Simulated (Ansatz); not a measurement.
**Nudged elastic band of AlH$_{2}$ClF$_{2}$**

AlH$_{2}$ClF$_{2}$, computed with RKS PBE0-D4/def2-SVP (Ansatz 0.2.0).

It belongs to a series of runs on one base structure; here: band between the two ends. Figures and captions count atoms from 1; the log counts them from 0 in places.

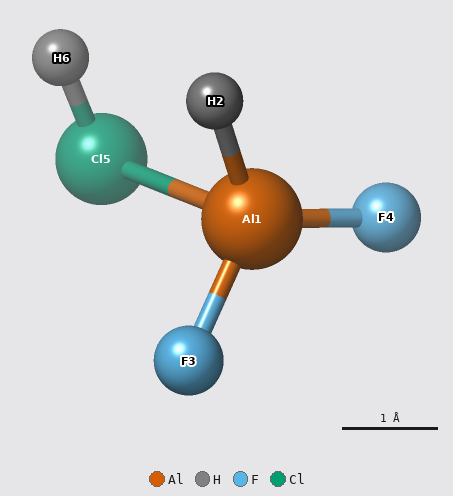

Figure 1. The structure as given in the input (ball-and-stick view, seen at a tilt; atoms are numbered from 1 in the order of the input). Sticks mark near contacts.

### Input
```yaml
crystal:
  periodic: [false, false, false]
  atoms:
    - { symbol: Al, position_ang: [0.002962, 0.125203, 0.057463] }
    - { symbol: H, position_ang: [-0.002361, 0.742069, 1.50403] }
    - { symbol: F, position_ang: [1.413891, 0.075303, -0.821513] }
    - { symbol: F, position_ang: [-1.417038, -0.001583, -0.798894] }
    - { symbol: Cl, position_ang: [0.0765, -2.331009, 0.890093] }
    - { symbol: H, position_ang: [0.075145, -1.990785, 2.136821] }
basis:
  gaussian: { orbitals: def2-SVP }
hamiltonian:
  xc: pbe0
  dispersion: d4
neb:
  order_check: false
  images: 5
  f_tol: 0.03
  max_iterations: 60
  final_atoms:
    - { symbol: Al, position_ang: [0.02363085, -0.6667042, -0.14012079] }
    - { symbol: H, position_ang: [0.00462567, 0.25670469, 1.79893304] }
    - { symbol: F, position_ang: [1.41913319, 0.14740051, -0.48391078] }
    - { symbol: F, position_ang: [-1.41675899, 0.07712491, -0.45749495] }
    - { symbol: Cl, position_ang: [0.07904874, -2.70535915, 0.26790448] }
    - { symbol: H, position_ang: [0.03941954, -0.48996876, 1.98268901] }
  initial_path:
    images:
      - { positions_ang: [[0.002962, 0.125203, 0.057463], [-0.002361, 0.742069, 1.50403], [1.413891, 0.075303, -0.821513], [-1.417038, -0.001583, -0.798894], [0.0765, -2.331009, 0.890093], [0.075145, -1.990785, 2.136821]] }
      - { positions_ang: [[0.00083003, 0.08532819, 0.04051365], [-0.00040864, 0.48924624, 1.64151198], [1.42825545, 0.05674207, -0.82887005], [-1.43468666, 0.00260577, -0.81028364], [0.08841252, -2.35457935, 0.85217905], [0.0666963, -1.66014493, 2.07294902]] }
      - { positions_ang: [[-0.00130195, 0.04545339, 0.0235643], [0.00154373, 0.23642348, 1.77899395], [1.44261991, 0.03818114, -0.83622711], [-1.45233532, 0.00679455, -0.82167328], [0.10032504, -2.37814971, 0.8142651], [0.05824759, -1.32950485, 2.00907704]] }
      - { positions_ang: [[-0.00343392, 0.00557858, 0.00661495], [0.00349609, -0.01639928, 1.91647593], [1.45698436, 0.01962022, -0.84358416], [-1.46998398, 0.01098332, -0.83306293], [0.11223756, -2.40172006, 0.77635115], [0.04979889, -0.99886478, 1.94520505]] }
      - { positions_ang: [[0.00558767, -0.21851568, -0.04229696], [0.00387262, 0.07463538, 1.87729496], [1.4443673, 0.06221365, -0.72369303], [-1.45224232, 0.03303052, -0.7078736], [0.10117462, -2.50293309, 0.60686893], [0.0463391, -0.82923277, 1.95769971]] }
      - { positions_ang: [[0.01460926, -0.44260994, -0.09120887], [0.00424915, 0.16567003, 1.838114], [1.43175025, 0.10480708, -0.60380191], [-1.43450065, 0.05507771, -0.58268428], [0.09011168, -2.60414612, 0.4373867], [0.04287932, -0.65960077, 1.97019436]] }
      - { positions_ang: [[0.02363085, -0.6667042, -0.14012079], [0.00462567, 0.25670469, 1.79893304], [1.41913319, 0.14740051, -0.48391078], [-1.41675899, 0.07712491, -0.45749495], [0.07904874, -2.70535915, 0.26790448], [0.03941954, -0.48996876, 1.98268901]] }
```

Run on 1 thread of Arm Neoverse V2, 24 GiB of memory available, shared host.

Run as:
```bash
ansatz run input.yaml --threads 1 --pin off --max-ram 2048MiB --backend cpu --events-out ev --progress --plain --runs-dir out
```

### Log
```
Engine: ansatz 0.2.0, aarch64-unknown-linux-gnu
Functional definition: PBE0
  parameter a = 0.25
  parameter kappa = 0.804
  parameter beta = 0.06672455060314922
  exchange = (1 - a)*pbe_x(kappa = kappa, mu = beta*pi^2/3) + a*exact_x
  correlation = pbe_c(beta = beta)
723 factors; integrals over basis functions are off by at most 3.0e-4 eV
mean field evaluation 1: about -24563.6123 eV, gradient 4.7e1 eV
mean field evaluation 2: about -24558.5497 eV, gradient 7.6e1 eV
mean field evaluation 4: about -24567.1738 eV, gradient 5.0e-1 eV
mean field evaluation 8: about -24567.1895 eV, gradient 1.8e-2 eV
mean field -24567.18945502 eV, -902.8275602329 hartree, gradient 4.0e-5 eV, S^2 0.000000; 0 other end points of the search recorded, 0 dependent functions left out
the calculation of the forces begins
reference -24567.18948354 eV, -902.8275612810 hartree; 25, 25 occupied and 49, 49 virtual orbitals, 723 factors
725 factors; integrals over basis functions are off by at most 7.3e-4 eV
mean field evaluation 16: about -24564.7935 eV, gradient 4.7e1 eV
mean field -24568.27767714 eV, -902.8675516583 hartree, gradient 3.9e-5 eV, S^2 0.000000; 0 other end points of the search recorded, 0 dependent functions left out
[... from here on the field's lines of each further geometry are left out, up to the last ...]
NEB iter   1: max|band force component| = 3.401e0 eV/Å  barrier→ = 1.1080 eV  barrier← = 2.2004 eV  Δτ_max = 0.2000 Å  (171 SCF iters)
NEB iter   2: max|band force component| = 1.484e0 eV/Å  barrier→ = 0.3592 eV  barrier← = 1.4515 eV  Δτ_max = 0.2000 Å  (160 SCF iters)
NEB iter   3: max|band force component| = 1.910e0 eV/Å  barrier→ = 0.4846 eV  barrier← = 1.5769 eV  Δτ_max = 0.0962 Å  (139 SCF iters)
NEB iter   4: max|band force component| = 5.501e-1 eV/Å  barrier→ = 0.2444 eV  barrier← = 1.3367 eV  Δτ_max = 0.0507 Å  (137 SCF iters)
NEB iter   5: max|band force component| = 4.558e-1 eV/Å  barrier→ = 0.2375 eV  barrier← = 1.3298 eV  CI = image 3  Δτ_max = 0.0853 Å  (139 SCF iters)
NEB iter   6: max|band force component| = 4.177e-1 eV/Å  barrier→ = 0.2585 eV  barrier← = 1.3508 eV  CI = image 3  Δτ_max = 0.0179 Å  (137 SCF iters)
NEB iter   7: max|band force component| = 3.201e-1 eV/Å  barrier→ = 0.2531 eV  barrier← = 1.3454 eV  CI = image 3  Δτ_max = 0.0235 Å  (136 SCF iters)
NEB iter   8: max|band force component| = 1.299e-1 eV/Å  barrier→ = 0.2469 eV  barrier← = 1.3392 eV  CI = image 3  Δτ_max = 0.0174 Å  (129 SCF iters)
NEB iter   9: max|band force component| = 7.578e-2 eV/Å  barrier→ = 0.2433 eV  barrier← = 1.3356 eV  CI = image 3  Δτ_max = 0.0116 Å  (128 SCF iters)
the calculation of the forces begins
reference -24568.16605101 eV, -902.8634494735 hartree; 25, 25 occupied and 49, 49 virtual orbitals, 725 factors
725 factors; integrals over basis functions are off by at most 1.2e-3 eV
mean field evaluation 480: about -24566.9438 eV, gradient 1.9e-1 eV
mean field -24566.94387952 eV, -902.8185354998 hartree, gradient 1.1e-5 eV, S^2 0.000000; 1 other end points of the search recorded, 0 dependent functions left out
the calculation of the forces begins
reference -24566.94390797 eV, -902.8185365453 hartree; 25, 25 occupied and 49, 49 virtual orbitals, 725 factors
NEB iter  10: max|band force component| = 2.718e-2 eV/Å  barrier→ = 0.2422 eV  barrier← = 1.3345 eV  CI = image 3  Δτ_max = 0.0000 Å  (243 SCF iters)
```

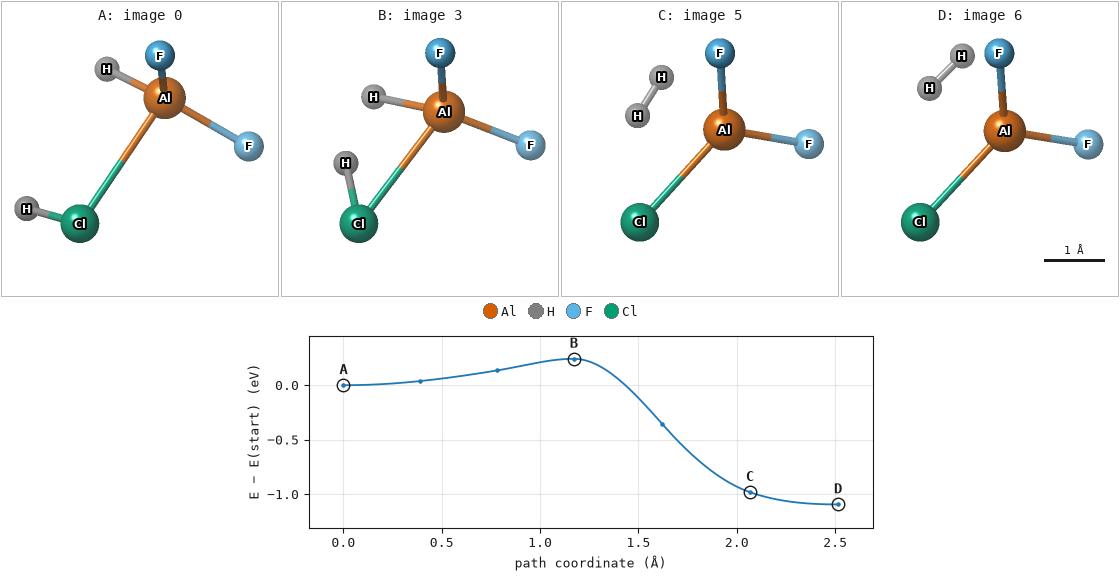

Figure 2. Images of the last band (counted from 0; ball-and-stick, seen at a tilt) above the energy along the path; the line is a cubic interpolation that uses the forces. The highest image is number 3, 0.242 eV above the start and 1.334 eV above the end (the climbing image); the end lies 1.092 eV below the start. The path is 2.51 Å long. The band converged in 10 iterations.

```
Total energy: -24567.03196163 eV, -902.8217724575 hartree
Atom 0 at     0.010172    -0.156453     0.063221 Å, force     0.002719     0.009888     0.020591 eV/Å
Atom 1 at     0.015591     0.139809     1.681429 Å, force    -0.000262    -0.000108    -0.022579 eV/Å
Atom 2 at     1.436963     0.126155    -0.726325 Å, force    -0.002435     0.004205    -0.000009 eV/Å
Atom 3 at    -1.441224     0.054047    -0.703621 Å, force     0.001435     0.001656     0.000788 eV/Å
Atom 4 at     0.076414    -2.369400     0.935913 Å, force    -0.001080    -0.025545     0.002444 eV/Å
Atom 5 at     0.051182    -1.174961     1.717384 Å, force    -0.000377     0.009903    -0.001235 eV/Å
Dipole moment:     0.008335    -0.191074     0.469592 e Å
this run last wrote the band of iteration 10 to [file]
```

### The last band as extended XYZ (Å, eV, eV/Å)
```
6
Properties=species:S:1:pos:R:3:forces:R:3 image=0 energy=-24567.27411
Al    0.0030    0.1252    0.0575   -0.0001  -0.0007  -0.0026
H    -0.0024    0.7421    1.5040    0.0001   0.0001   0.0027
F     1.4139    0.0753   -0.8215   -0.0004  -0.0002  -0.0002
F    -1.4170   -0.0016   -0.7989    0.0004  -0.0001  -0.0003
Cl    0.0765   -2.3310    0.8901    0.0000   0.0012   0.0003
H     0.0751   -1.9908    2.1368    0.0000  -0.0003   0.0002
6
Properties=species:S:1:pos:R:3:forces:R:3 image=1 energy=-24567.23599
Al    0.0044    0.0540    0.0608   -0.0004   0.0507   0.0068
H     0.0034    0.5250    1.5655   -0.0023   0.0890  -0.0224
F     1.4210    0.0937   -0.8071   -0.0082  -0.0099  -0.0209
F    -1.4254    0.0177   -0.7852    0.0076  -0.0102  -0.0216
Cl    0.0769   -2.3648    0.9094   -0.0008   0.0174  -0.0148
H     0.0689   -1.7063    2.0245    0.0042  -0.1370   0.0729
6
Properties=species:S:1:pos:R:3:forces:R:3 image=2 energy=-24567.13893
Al    0.0065   -0.0173    0.0739   -0.0012   0.0865  -0.0031
H     0.0091    0.3339    1.6239   -0.0035   0.1551  -0.0341
F     1.4297    0.1030   -0.7701   -0.0114  -0.0023  -0.0302
F    -1.4341    0.0280   -0.7474    0.0096  -0.0030  -0.0316
Cl    0.0778   -2.3894    0.9399    0.0003  -0.0255  -0.0069
H     0.0600   -1.4389    1.8479    0.0063  -0.2108   0.1059
6
Properties=species:S:1:pos:R:3:forces:R:3 image=3 energy=-24567.03193
Al    0.0102   -0.1565    0.0632    0.0027   0.0099   0.0206
H     0.0156    0.1398    1.6814   -0.0003  -0.0001  -0.0226
F     1.4370    0.1262   -0.7263   -0.0024   0.0042   0.0000
F    -1.4412    0.0540   -0.7036    0.0014   0.0017   0.0008
Cl    0.0764   -2.3694    0.9359   -0.0011  -0.0255   0.0024
H     0.0512   -1.1750    1.7174   -0.0004   0.0099  -0.0012
6
Properties=species:S:1:pos:R:3:forces:R:3 image=4 energy=-24567.62516
Al    0.0153   -0.3703   -0.0084    0.0294  -1.1194  -0.3737
H     0.0188    0.0168    1.7679    0.0183  -0.5320   0.3614
F     1.4274    0.1726   -0.6713   -0.0230   0.1353   0.2014
F    -1.4316    0.1019   -0.6504    0.0205   0.1309   0.2043
Cl    0.0761   -2.4237    0.7711   -0.0022  -0.2413  -0.6616
H     0.0432   -0.8781    1.7592   -0.0428   1.6265   0.2682
6
Properties=species:S:1:pos:R:3:forces:R:3 image=5 energy=-24568.25402
Al    0.0199   -0.5599   -0.1101    0.0096  -0.2832  -0.1528
H     0.0149    0.1039    1.8322   -0.0026   0.1515   0.0836
F     1.4132    0.1898   -0.5854   -0.0162   0.0008   0.1092
F    -1.4160    0.1189   -0.5650    0.0185  -0.0036   0.1114
Cl    0.0785   -2.5587    0.5302   -0.0003  -0.1945  -0.3137
H     0.0386   -0.6749    1.8661   -0.0089   0.3290   0.1624
6
Properties=species:S:1:pos:R:3:forces:R:3 image=6 energy=-24568.36642
Al    0.0236   -0.6667   -0.1401   -0.0011   0.0034  -0.0024
H     0.0046    0.2567    1.7989   -0.0010   0.0136   0.0047
F     1.4191    0.1474   -0.4839   -0.0096  -0.0053   0.0017
F    -1.4168    0.0771   -0.4575    0.0109  -0.0048   0.0019
Cl    0.0790   -2.7054    0.2679    0.0001   0.0042  -0.0009
H     0.0394   -0.4900    1.9827    0.0007  -0.0110  -0.0050
```

### Results in brief

```json
{"quantity": "outcome", "value": "converged"}
{"quantity": "barrier, forward", "value": "0.242 eV"}
{"quantity": "barrier, backward", "value": "1.335 eV"}
{"quantity": "wall time", "value": "1.9 min"}
{"quantity": "peak memory", "value": "0.13 GiB"}
```

The order of the saddle point was not checked.
